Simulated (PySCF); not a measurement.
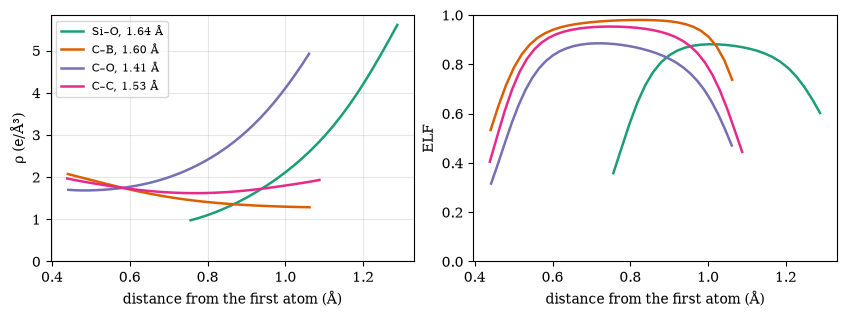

Figure. C3H7BCl2OSi. Total electron density and ELF along straight lines between neighbouring atoms. The curves leave out the atomic cores.

Geometry: GFN2-xTB.

These are results of PySCF 2.14.0, wB97X-D/def2-SVPD, SCF density, gas phase, not measurements.

```tsv
atom	x (Å)	y (Å)	z (Å)
Cl	-1.8002	1.3651	1.7317
B	-1.9168	0.5247	0.2552
Cl	-3.3747	-0.2875	-0.1453
C	-0.6671	0.4345	-0.7441
C	0.0053	-0.9592	-0.6559
C	0.9011	-0.9293	0.5794
Si	1.4865	0.8880	0.5742
O	0.3232	1.4016	-0.4538
H	-0.9858	0.6123	-1.7801
H	0.6216	-1.0935	-1.5460
H	-0.7430	-1.7518	-0.6275
H	1.6861	-1.6771	0.5082
H	0.3200	-1.1516	1.4744
H	2.7668	1.0982	-0.0908
H	1.3726	1.5336	1.8758
```

Compare the contacts.

Si–O (1.64 Å): ρ is about 1.2 e/Å³ halfway; the ELF peaks at about 0.90 between the atoms: a polar covalent bond.
C–B (1.60 Å): ρ at the midpoint is about 1.4 e/Å³; the ELF peaks at about 1 between the atoms, as expected for a shared electron pair.
C–O (1.41 Å): the density is about 2 e/Å³ at the midpoint, with its minimum of 1.7 e/Å³ about 0.5 Å from C; the ELF peaks at about 0.90 between the atoms; a polar covalent bond.
C–C (1.53 Å): ρ at the midpoint is about 1.6 e/Å³; the ELF peaks at about 0.95 between the atoms, as expected for a covalent bond.
